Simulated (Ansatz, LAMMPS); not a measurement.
## Electronic structure of free surface of ionic liquid triethylsulfonium formate with water at 260 K (81 atoms)

Aim: energy, forces, charges and density of states of free surface of ionic liquid triethylsulfonium formate with water at 260 K (81 atoms) at a fixed geometry.

Program: Ansatz 0.2.0. Level of theory: Kohn-Sham DFT, PBE+D4, PAW (set soft_2), plane waves. Results are calculated unless marked as measured.

**1. Starting point**

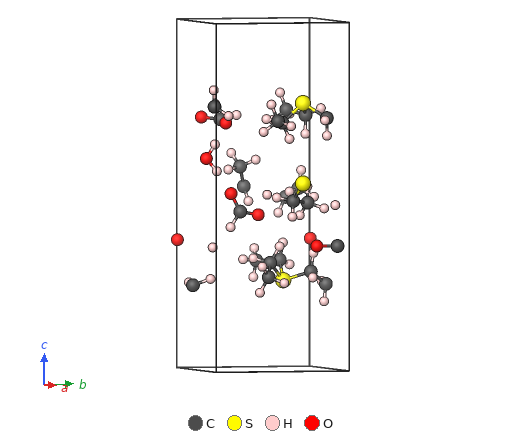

The starting structure, seen from the side, with the c axis up (carbon dark grey, sulfur yellow, hydrogen pink, oxygen red). Bonds to atoms that aren't drawn are left out. Some periodic images of atoms are drawn too.

The cell holds 81 atoms: 21 C, 3 S, 50 H and 7 O. Its edges and angles: a = 8.391 Å, b = 8.391 Å, c = 21.104 Å, α = 90.0°, β = 90.0°, γ = 90.0°. 3 triethylsulfonium, 3 formate, 1 H2O placed at random, at 1.08 g/cm³, as a film with 10 Å of vacuum; overlaps pushed apart, then 10 ps at 340 K with MMFF94 bonds, angles, torsions, charges and radii (Halgren, J. Comput. Chem. 17, 490 (1996)) in harmonic and 12-6 forms; SPC/E water (Berendsen, Grigera and Straatsma, J. Phys. Chem. 91, 6269 (1987)); charges of ions scaled by 0.8. Snapshot after 30 ps at 260 K and fixed volume. Vacuum lies along c.

Limits known from the start: The network of contacts between molecules at the start is that of the classical potential that made the cell, and needn't be the one that DFT or experiment would give. Only the Γ point is sampled, in a cell whose shortest periodic width is 8 Å.

**2. How the cell was made**

A classical potential makes the cell, at a small fraction of what the same run would cost in DFT.

This step: classical MD, MMFF94 bonds, angles, torsions, charges and radii (Halgren, J. Comput. Chem. 17, 490 (1996)) in harmonic and 12-6 forms; SPC/E water (Berendsen, Grigera and Straatsma, J. Phys. Chem. 91, 6269 (1987)); charges of ions scaled by 0.8 (LAMMPS 22 Jul 2025 - Update 4).

Contents of in.lmp:

```
# free surface of ionic liquid triethylsulfonium formate with water
units real
atom_style full
boundary p p p
bond_style harmonic
angle_style harmonic
dihedral_style opls
improper_style harmonic
special_bonds lj 0 0 0.5 coul 0 0 0.75
read_data data.lmp
neigh_modify delay 0 every 1 check yes one 4000
comm_modify cutoff 12.0
timestep 0.5
thermo_style custom step time temp pe press density
thermo_modify norm yes
# push overlapping molecules apart
pair_style soft 2.6
pair_coeff * * 0.0
variable a equal ramp(1,60)
fix ad all adapt 1 pair soft a * * v_a
velocity all create 340 229674 mom yes dist gaussian
fix lim all nve/limit 0.03
fix lan all langevin 340 340 50 229675 zero yes
thermo 1000
run 3000 post no
unfix ad
pair_style lj/cut/coul/long 7.6
pair_modify mix arithmetic
pair_coeff 1 1 0.0678 3.3680   # C
pair_coeff 2 2 0.2681 3.6400   # S
pair_coeff 3 3 0.0216 2.5400   # H
pair_coeff 4 4 0.0763 3.0960   # O
pair_coeff 5 5 0.0678 3.4070   # C
pair_coeff 6 6 0.1553 3.1660   # O
# [... 20 lines left out ...]
compute msd all msd com yes
thermo 7500
fix md all nvt temp 260 260 100
run 30000 post no
print "== T260: mean square displacement over the hold $(c_msd[4]:%.2f) A^2"
unfix md
uncompute msd
write_dump all custom T260.dump id type xs ys zs modify sort id
```

On the command line:

```
> lmp -in in.lmp -log none -nocite
```

Numbers of over 12 decimals in the logs are rounded to 6 here.

The log of the run:

```text
LAMMPS (22 Jul 2025 - Update 4)
Reading data file ...
  orthogonal box = (0 0 0) to (8.39065 8.39065 21.10407)
  81 atoms
  orthogonal box = (0 0 0) to (8.39065 8.39065 21.10407)
  74 bonds
  127 angles
  135 dihedrals
  3 impropers
WARNING: Bond/angle/dihedral extent > half of periodic box length
   Step          Time           Temp          PotEng         Press         Density
         0   0              340            0.14960813     2545.3904      0.57088143
      1000   500            349.70644      1.0064297      5757.6101      0.57088143
      2000   1000           365.34017      1.1688046      3429.2438      0.57088143
      3000   1500           304.42192      1.1402764      4123.6567      0.57088143
WARNING: Bond/angle/dihedral extent > half of periodic box length
Loop time of 0.168356 s on 1 MPI rank(s) for 3000 steps with 81 atoms
PPPM initialization ...
WARNING: System is not charge neutral, net charge = 3e-05
[... 33 lines left out ...]
Loop time of 1.54949 s on 1 MPI rank(s) for 10000 steps with 81 atoms
WARNING: Bond/angle/dihedral extent > half of periodic box length
   Step          Time           Temp          PotEng         Press         Density
[... 4 lines left out ...]
WARNING: Bond/angle/dihedral extent > half of periodic box length
Loop time of 0.795036 s on 1 MPI rank(s) for 5000 steps with 81 atoms
WARNING: Bond/angle/dihedral extent > half of periodic box length
   Step          Time           Temp          PotEng         Press         Density
[... 2 lines left out ...]
     30000   29000          280.63057     -1.3126019     -646.93625      0.57088143
     37500   36500          231.64153     -1.2965534      3686.9144      0.57088143
     45000   44000          249.6714      -1.3413077     -977.03296      0.57088143
     47000   46000          255.77701     -1.3043983     -243.49278      0.57088143
WARNING: Bond/angle/dihedral extent > half of periodic box length
Loop time of 4.85408 s on 1 MPI rank(s) for 30000 steps with 81 atoms
== T260: mean square displacement over the hold 27.45 A^2
```

Run time: 7.9 s. Hardware: 1 thread of Arm Neoverse V2, shared host; peak memory 0.12 GiB.

The input also reads data.lmp (atoms, bonds and types; not printed here).

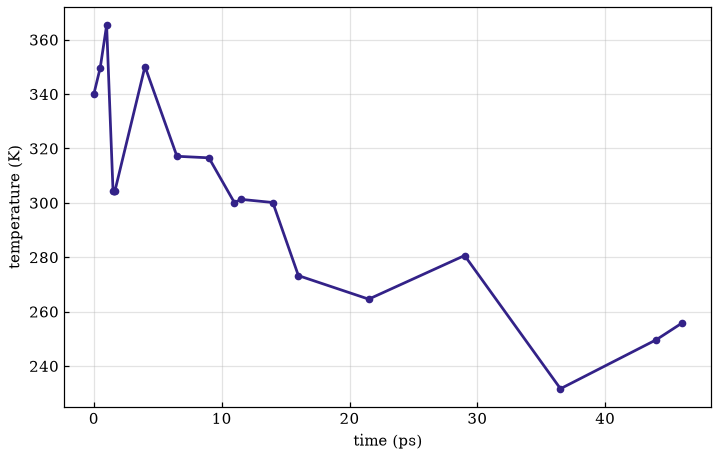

Temperature against time.

**3. Plane-wave single point**

The electrons are solved once, with the atoms held.

Contents of input.yaml:

```yaml
crystal:
  lattice:
    - [8.39065, 0.0, 0.0]
    - [0.0, 8.39065, 0.0]
    - [0.0, 0.0, 21.10407]
  atoms:
    - { symbol: C, position: [0.17091, 0.86539, 0.5269] }
    - { symbol: C, position: [0.0243, 0.8116, 0.49962] }
    - { symbol: S, position: [0.90165, 0.68276, 0.55077] }
    - { symbol: C, position: [0.74122, 0.65703, 0.49848] }
    - { symbol: C, position: [0.63009, 0.79872, 0.49173] }
    - { symbol: C, position: [0.00659, 0.50355, 0.5314] }
    - { symbol: C, position: [0.10334, 0.44642, 0.5896] }
    - { symbol: H, position: [0.25771, 0.77194, 0.51831] }
    - { symbol: H, position: [0.22074, 0.96794, 0.50227] }
    - { symbol: H, position: [0.15758, 0.89035, 0.57831] }
    - { symbol: H, position: [0.94983, 0.9113, 0.48871] }
    - { symbol: H, position: [0.0452, 0.75185, 0.45519] }
    - { symbol: H, position: [0.67699, 0.55266, 0.50783] }
    - { symbol: H, position: [0.79389, 0.63486, 0.45414] }
    - { symbol: H, position: [0.56346, 0.81604, 0.53754] }
    - { symbol: H, position: [0.54477, 0.76485, 0.45458] }
    - { symbol: H, position: [0.68859, 0.90564, 0.47573] }
    - { symbol: H, position: [0.91192, 0.41024, 0.51992] }
    - { symbol: H, position: [0.08232, 0.51559, 0.48956] }
    - { symbol: H, position: [0.01632, 0.40661, 0.62734] }
    - { symbol: H, position: [0.1727, 0.5439, 0.60967] }
    - { symbol: H, position: [0.18337, 0.33465, 0.58243] }
    - { symbol: C, position: [0.42596, 0.99631, 0.25518] }
    - { symbol: C, position: [0.49972, 0.86166, 0.2921] }
    - { symbol: S, position: [0.39599, 0.68435, 0.26643] }
    - { symbol: C, position: [0.23175, 0.70634, 0.32301] }
    - { symbol: C, position: [0.11674, 0.56545, 0.31975] }
    - { symbol: C, position: [0.51012, 0.55252, 0.31851] }
    - { symbol: C, position: [0.6594, 0.49698, 0.27946] }
    - { symbol: H, position: [0.45644, 0.97428, 0.20572] }
    - { symbol: H, position: [0.48022, 0.11196, 0.27354] }
    - { symbol: H, position: [0.30128, 0.00229, 0.26189] }
    - { symbol: H, position: [0.48411, 0.88459, 0.34501] }
    - { symbol: H, position: [0.62385, 0.83848, 0.2768] }
    - { symbol: H, position: [0.27156, 0.71891, 0.3727] }
    - { symbol: H, position: [0.15912, 0.80264, 0.30814] }
    - { symbol: H, position: [0.17588, 0.44798, 0.32446] }
    - { symbol: H, position: [0.02069, 0.57822, 0.35354] }
    - { symbol: H, position: [0.06874, 0.55675, 0.27159] }
    - { symbol: H, position: [0.53981, 0.61428, 0.3655] }
    - { symbol: H, position: [0.44101, 0.44577, 0.33088] }
    - { symbol: H, position: [0.72953, 0.59279, 0.26294] }
    - { symbol: H, position: [0.7417, 0.42423, 0.31082] }
    - { symbol: H, position: [0.61299, 0.44444, 0.23436] }
    - { symbol: C, position: [0.7917, 0.04963, 0.77196] }
    - { symbol: C, position: [0.78906, 0.89586, 0.73622] }
    - { symbol: S, position: [0.672, 0.75065, 0.77796] }
    - { symbol: C, position: [0.48411, 0.82603, 0.741] }
    - { symbol: C, position: [0.34725, 0.72222, 0.75523] }
    - { symbol: C, position: [0.69265, 0.59086, 0.72263] }
    - { symbol: C, position: [0.84814, 0.5108, 0.72983] }
    - { symbol: H, position: [0.67208, 0.0911, 0.77823] }
    - { symbol: H, position: [0.86304, 0.13433, 0.74628] }
    - { symbol: H, position: [0.83923, 0.02951, 0.82037] }
    - { symbol: H, position: [0.74822, 0.90883, 0.68492] }
    - { symbol: H, position: [0.9122, 0.84544, 0.73167] }
    - { symbol: H, position: [0.4594, 0.94895, 0.75987] }
    - { symbol: H, position: [0.49691, 0.82063, 0.68738] }
    - { symbol: H, position: [0.22995, 0.78263, 0.74134] }
    - { symbol: H, position: [0.35635, 0.61974, 0.7265] }
    - { symbol: H, position: [0.34332, 0.67637, 0.80414] }
    - { symbol: H, position: [0.67767, 0.64733, 0.67588] }
    - { symbol: H, position: [0.60096, 0.49696, 0.73227] }
    - { symbol: H, position: [0.85714, 0.45815, 0.7776] }
    - { symbol: H, position: [0.94803, 0.57948, 0.71628] }
    - { symbol: H, position: [0.82718, 0.40889, 0.69887] }
    - { symbol: O, position: [0.0202, 0.00013, 0.38025] }
    - { symbol: C, position: [0.87608, 0.95045, 0.37009] }
    - { symbol: O, position: [0.82111, 0.81084, 0.36983] }
    - { symbol: H, position: [0.77966, 0.03909, 0.36835] }
    - { symbol: O, position: [0.17599, 0.13381, 0.73375] }
    - { symbol: C, position: [0.27609, 0.24685, 0.72825] }
    - { symbol: O, position: [0.42362, 0.2438, 0.71964] }
    - { symbol: H, position: [0.22345, 0.3844, 0.73938] }
    - { symbol: O, position: [0.43617, 0.28007, 0.5171] }
    - { symbol: C, position: [0.4399, 0.34826, 0.46525] }
    - { symbol: O, position: [0.41047, 0.49215, 0.45516] }
    - { symbol: H, position: [0.45324, 0.27128, 0.4212] }
    - { symbol: O, position: [0.44002, 0.09296, 0.61852] }
    - { symbol: H, position: [0.45866, 0.15169, 0.65908] }
    - { symbol: H, position: [0.45888, 0.16627, 0.58192] }
kpoints:
  mp_grid: { grid: [1, 1, 1] }
hamiltonian:
  xc: pbe
  dispersion: d4
scf:
  occupations: { method: fixed }
output:
  forces: true
  populations: true
  dos:
    method: { smearing: { sigma: 0.1 } }
    de: 0.1
    projected: { site_lists: { C: [C], H: [H], O: [O], S: [S] } }
  eigenvalues: true
  write_density: true
  write_potential: true
  volumetric_format: npy
```

On the command line:

```
> ansatz run input.yaml --threads 8 --pin off --max-ram 15872MiB --backend cpu --events-out ev --progress --plain --runs-dir out
```

The log of the run:

```text
Engine: ansatz 0.2.0, aarch64-unknown-linux-gnu
Pseudopotentials: kind: paw
Pseudopotential: C, paw, valence charge 4, recommended cutoff 420 eV (normal), C.paw.azcp
Pseudopotential: S, paw, valence charge 6, recommended cutoff 420 eV (normal), S.paw.azcp
Pseudopotential: H, paw, valence charge 1, recommended cutoff 420 eV (normal), H.paw.azcp
Pseudopotential: O, paw, valence charge 6, recommended cutoff 420 eV (normal), O.paw.azcp
Functional definition: PBE
  parameter kappa = 0.804
  parameter beta = 0.066725
  exchange = pbe_x(kappa = kappa, mu = beta*pi^2/3)
  correlation = pbe_c(beta = beta)
Crystal: 81 atoms, lattice volume = 1485.790 Å³
Basis set: ecut = 420 eV, 28931 PW (Γ), exchange–correlation on 120×120×288 points (8 copies of the dense FFT grid, shifted against one another)
Bands: 178, of which v1, the nominal top of the filled ones, is band 97 counted from 1 (96 counted from 0)
Symmetry: 1 space group operations
Space group: P1 (ITA 1), of the structure as read, at distance tolerance 1.1e-4 Å
k-points: 1
Non-local potential: C, projectors of the file, l = 0: 2, l = 1: 2, l = 2: 1
Non-local potential: S, projectors of the file, l = 0: 2, l = 1: 2, l = 2: 2
Non-local potential: H, projectors of the file, l = 0: 2, l = 1: 1
Non-local potential: O, projectors of the file, l = 0: 2, l = 1: 2, l = 2: 1
PAW form: soft (Blöchl's): semilocal exchange-correlation on the pseudo side does not see the compensation charge
PAW one-centre angular grid: C, 110 points (default); XC on 64 Gauss nodes
PAW one-centre angular grid: S, 110 points (default); XC on 64 Gauss nodes
PAW one-centre angular grid: H, 110 points (default); XC on 64 Gauss nodes
PAW one-centre angular grid: O, 110 points (default); XC on 64 Gauss nodes
Initial density: superposition of atomic densities (neutral atoms: chi_scale 0, normalization atom), corrected by the library's trained network
Initial wavefunctions: pseudopotential atomic-orbital guess
Functional: x = pbe(κ = 0.804, μ = 0.219515), c = pbe(β = 0.066725)
SCF iter   1: F=—  HF=-12747.254911 eV  |F-HF|=—  |Δ(HF+E_count)|=         —  Δρ=5.29e-3  dr2=1.29e0  ethr=1.77e-3  ⟨swp⟩=5.0  Hψ=657  notcnv=0  defer=76
preconditioner: auto → Resta (q_TF=auto, 1.943 Å⁻¹)  ε∞=1.9  [insulator: Δε(μ)=3.262 eV  Ē_g=13.775 eV  n_scr=200 (ndim 8)  ℏωp=13.1 eV  f_vac=0.494  ε∞_Penn≈1.9  vacuum switching on, ρ_ref=1.4e-2 e/Å³]
SCF iter   2: F=—  HF=-12746.825547 eV  |F-HF|=—  |Δ(HF+E_count)|=   4.29e-1  Δρ=3.49e-3  dr2=2.02e-1  ethr=6.63e-4  ⟨swp⟩=2.0  Hψ=235  notcnv=0  defer=78
SCF iter   3: F=—  HF=-12746.783612 eV  |F-HF|=—  |Δ(HF+E_count)|=   4.19e-2  Δρ=1.86e-3  dr2=6.55e-2  ethr=1.04e-4  ⟨swp⟩=2.0  Hψ=302  notcnv=0  defer=79
SCF iter   4: F=—  HF=-12746.774118 eV  |F-HF|=—  |Δ(HF+E_count)|=   9.49e-3  Δρ=1.21e-3  dr2=2.13e-2  ethr=3.38e-5  ⟨swp⟩=3.0  Hψ=203  notcnv=0  defer=79
SCF iter   5: F=—  HF=-12746.771141 eV  |F-HF|=—  |Δ(HF+E_count)|=   2.98e-3  Δρ=3.76e-4  dr2=1.69e-3  ethr=1.10e-5  ⟨swp⟩=2.0  Hψ=302  notcnv=0  defer=79
SCF iter   6: F=—  HF=-12746.771072 eV  |F-HF|=—  |Δ(HF+E_count)|=   6.89e-5  Δρ=1.20e-4  dr2=1.46e-4  ethr=8.73e-7  ⟨swp⟩=2.0  Hψ=202  notcnv=0  defer=76
SCF iter   7: F=—  HF=-12746.771149 eV  |F-HF|=—  |Δ(HF+E_count)|=   7.71e-5  Δρ=5.40e-5  dr2=3.66e-5  ethr=7.53e-8  ⟨swp⟩=2.0  Hψ=201  notcnv=0  defer=75
SCF iter   8: F=—  HF=-12746.771603 eV  |F-HF|=—  |Δ(HF+E_count)|=   4.53e-4  Δρ=1.89e-5  dr2=3.90e-6  ethr=1.88e-8  ⟨swp⟩=2.0  Hψ=202  notcnv=0  defer=73
SCF iter   9: F=—  HF=-12746.771604 eV  |F-HF|=—  |Δ(HF+E_count)|=   1.59e-6  Δρ=6.25e-6  dr2=3.45e-7  ethr=2.01e-9  ⟨swp⟩=2.0  Hψ=202  notcnv=0  defer=73
SCF iter  10: F=-12746.771605 eV  HF=-12746.771605 eV  |F-HF|=2.42e-8  |Δ(HF+E_count)|=   3.01e-7  Δρ=1.93e-6  dr2=3.35e-8  ethr=5.15e-11  ⟨swp⟩=25.0  Hψ=1864  notcnv=0
SCF 1 converged in 10 iterations: F = -12746.771605 eV  dr2 = 3.35e-8
  greatest PAW one-centre occupation: 0.873 electrons in one spin orbital (limit 2), on the O atom at site 74 (counted from 0), in its partial waves of l = 0
WARN: The output density's exchange-correlation potential varies sharply where the density is thin. Do not read a vacuum level from v_tot or v_xc, or from such a field of the output density. On a cell that repeats whose density bears no net charge and no dipole along the vacuum's axis use v_es (v_loc + v_h of the components); [...]
SCF converged after 10 iterations
Free energy (F): -12746.771605 eV
Harris-Foulkes:  -12746.771605 eV  (|F-HF|=2.42e-8)
Internal energy: -12746.771605 eV  (E = F + TS)
E sigma→0 (E₀):  -12746.771605 eV
Fermi energy:    -1.469797 eV
--- Per-component energies (eV) ---
  E_band       = -1802.496298
  E_kinetic    = 4148.002622
  E_local      = -39566.886801  (includes V_loc(G=0)·N_el)
  E_nonlocal   = 1077.549887
  E_hartree    = 17863.807118
  E_xc         = -2262.721675
  E_vxc        = -2744.083105  (∫ρ·V_xc dr)
  E_paw        = -5023.344719  (= ΣΔE_a)
  E_vpaw       = -444.643411  (= ΣTr[D̂ρ^β])
  E_aug_tail   = -0.050084  (compensation charges beyond the density's cutoff)
  E_ewald      = 11020.009607
  E_disp       = -3.137561  (pairwise vdW)
  E_smearing   = -0.000000  (= −TS)
  E_closure    = -0.000000  (closes the sum)
  Σ components = -12746.771605   (vs F -12746.771605, Δ=0.00e0)
--- Forces (eV/Å), atoms counted from 1 ---
  atom   1  C      1.98604404    -0.01336952     1.63964841
  atom   2  C     -1.81955511     0.40094758    -0.54936771
  atom   3  S      1.02807568     0.16097668    -0.66995605
  atom   4  C     -0.80993630     1.61224477    -0.56405308
  atom   5  C     -0.85732687    -0.58477361     1.15311497
  atom   6  C      0.01094724    -2.76049117     0.90230811
  atom   7  C     -0.43319626    -1.73428309     0.54210448
  atom   8  H      0.66892938    -0.34258298     0.56084824
  atom   9  H     -0.22112582     0.45223412     0.01552358
  atom  10  H      0.50874198     0.21162412    -0.40753366
  atom  11  H     -0.84970160     0.62533912    -0.11572976
  atom  12  H     -0.42672414    -0.55543450    -0.45365938
  atom  13  H     -0.99565768    -1.49510774     1.03219451
  atom  14  H      0.91454330    -0.13643742    -1.57600917
[...]
atom  80  H     -0.26002765    -0.15903004    -0.66590646
  atom  81  H     -0.21299288    -0.48550530     0.69732287
  max |Σ_I F_I| component: 7.62e-5 eV/Å
--- Band table (eV) ---
  k-point 0: bands = ["-21.9265", "-21.8737", "-21.7134", "-20.0363", [... 162 levels ...], "6.7787", "6.8277", "6.8560", "6.9253", "6.9627", "6.9900", "7.0575", "7.1217", "7.2212", "7.2315", "7.2809", "7.3527"]
--- Löwdin populations: 81 sites ---
  site symbol       q [e]
     0      C      4.4589
     1      C      4.3183
     2      S      5.2104
[...]
80      H      0.6190
  spilling = 0.014722 (of n_electrons = 194.000000)
```

Run time: 5.2 s. Hardware: 8 threads of Arm Neoverse V2, shared host; peak memory 1.3 GiB.

Reading the cycles: dr2 is the Hartree energy of the density residual (eV), the measure of convergence; HF is the Harris–Foulkes estimate of the energy, which meets the free energy F at convergence.

The program notes that the exchange-correlation potential is rough where the density is thin.

Read from the output:

```yaml
free_energy: -12746.7716 eV
free_energy_per_atom: -157.3676 eV/atom
scf_cycles: 10
r_m_s_force_component: 0.8283 eV/Å
longest_force: 3.013 eV/Å
fermi_energy: -1.47 eV
spacing_of_highest_filled_and_lowest_empty_level: 2.114 eV
spilling_of_the_projection: 0.01472
```

Neighbours are counted within 1.34 Å (H-C), 1.21 Å (H-O), 1.85 Å (C-C), 1.68 Å (C-O), 2.21 Å (C-S).

Length of the force by element and coordination:

```csv
element,coordination,atoms,mean length of the force (eV/Å),spread,least,most
C,all,21,1.84,0.569,0.736,2.91
C,3,3,2.04,0.724,1.13,2.91
C,4,18,1.80,0.531,0.736,2.90
H,all,50,0.982,0.481,0.269,2.08
O,all,7,1.32,0.393,0.970,2.15
O,1,6,1.36,0.406,0.970,2.15
O,2,1,1.04,0,1.04,1.04
S,all,3,2.19,0.731,1.24,3.01
```

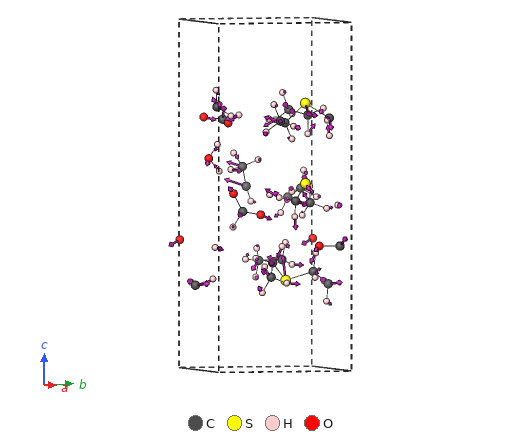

Forces as arrows; the longest in the cell is 3.01 eV/Å. Bonds to atoms that aren't drawn are left out. Some periodic images of atoms are drawn too.

Löwdin charges by element and coordination (they lack the spilled electrons, 0.035 e an atom on average):

```csv
element,coordination,atoms,mean charge (e),spread,least,most
C,all,21,-0.275,0.293,-0.461,0.461
C,3,3,0.427,0.03,0.388,0.461
C,4,18,-0.393,0.0634,-0.461,-0.298
H,all,50,0.207,0.0568,-0.0116,0.381
O,all,7,-0.577,0.096,-0.803,-0.494
O,1,6,-0.539,0.029,-0.572,-0.494
O,2,1,-0.803,0,-0.803,-0.803
S,all,3,0.770,0.0141,0.756,0.790
```

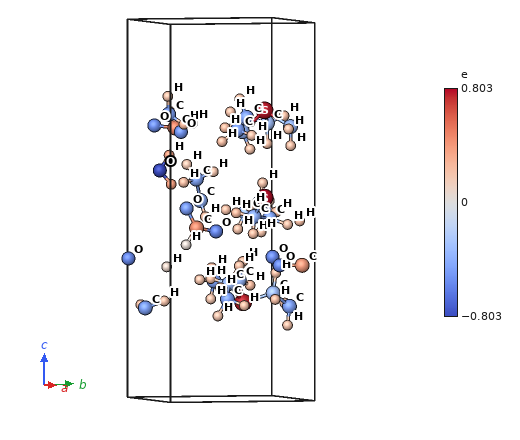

Atoms coloured by Löwdin charge. Bonds to atoms that aren't drawn are left out. Some periodic images of atoms are drawn too.

(Continued in part 2 of 2.)

[Logs are printed without paths, hosts, clocks, repeated set-up lines and the standing remarks that a program may print on its own settings, such as how far it seeks lower states.]

[Hosts, paths, dates, database ids (printed as entryN), source tags and the programs' standing remarks are cut or masked in the printed files.]

[The MMFF94 radii named for the starting cell were scaled by 0.96; in molecules described by MMFF94, hydrogen bound to N, O or S took a small fixed 12-6 site in their place.]
